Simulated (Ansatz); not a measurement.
Input file:

```
crystal:
  periodic: [false, false, false]
  atoms:
    - {symbol: C, position_ang: [-1.121986, -0.401193, -0.890435]}
    - {symbol: C, position_ang: [-0.173724, -0.115731, 0.253212]}
    - {symbol: C, position_ang: [1.004899, -1.063593, 0.285547]}
    - {symbol: O, position_ang: [0.320256, 1.215470, 0.109679]}
    - {symbol: Si, position_ang: [0.061508, 2.381544, 1.244172]}
    - {symbol: H, position_ang: [-1.962366, 0.295680, -0.879227]}
    - {symbol: H, position_ang: [-0.602135, -0.298362, -1.845878]}
    - {symbol: H, position_ang: [-1.515862, -1.417255, -0.815968]}
    - {symbol: H, position_ang: [-0.722399, -0.187592, 1.205111]}
    - {symbol: H, position_ang: [1.582961, -0.977963, -0.637602]}
    - {symbol: H, position_ang: [0.662745, -2.095854, 0.387623]}
    - {symbol: H, position_ang: [1.662833, -0.834081, 1.126065]}
    - {symbol: H, position_ang: [0.823570, 3.464329, 0.472500]}
basis:
  gaussian: {orbitals: def2-TZVPP}
hamiltonian: {xc: pbe0, dispersion: d4}
output: {orbitals: {seedname: orbitals}}
```

Launched as:

```sh
ansatz run in.yaml --threads 4 --pin off --events-out ev --progress --plain --max-ram 10444MiB
```

Geometry: PBE0-D4/def2-TZVP.

Theory: Ansatz 0.2.0, RKS PBE0-D4/def2-TZVPP.

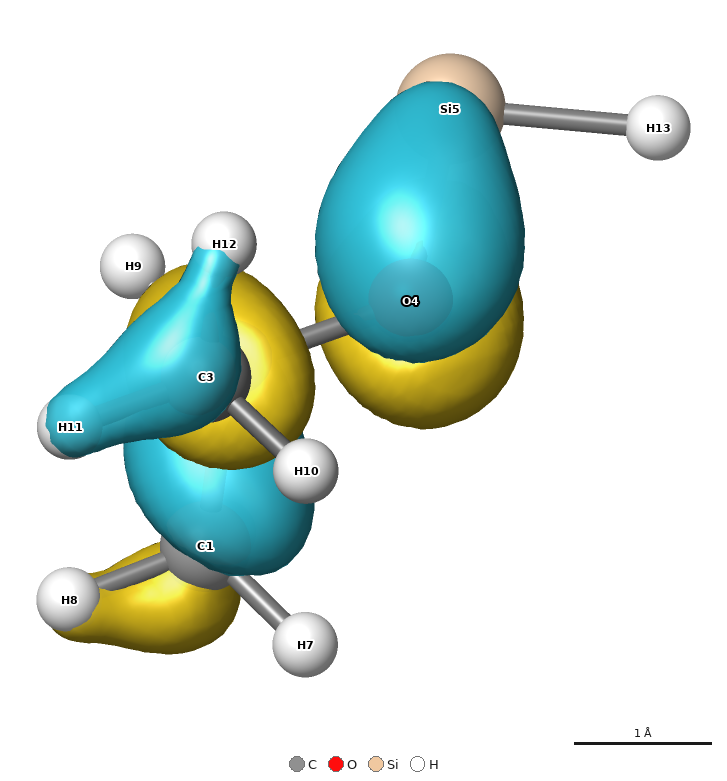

C₃H₈OSi (SMILES CC(C)O[SiH]). The HOMO−1 at ±0.15 Å⁻³ᐟ² (yellow and cyan are the two phases), seen at an oblique angle.

Where does this orbital lie, and at what energy?

Answer. By Hirshfeld shares it lies mainly on O4 (about 40 %), C2 (about 15 %), Si5 (about 10 %), C1 (about 10 %) and C3 (about 10 %). Its energy is −8.90 eV.
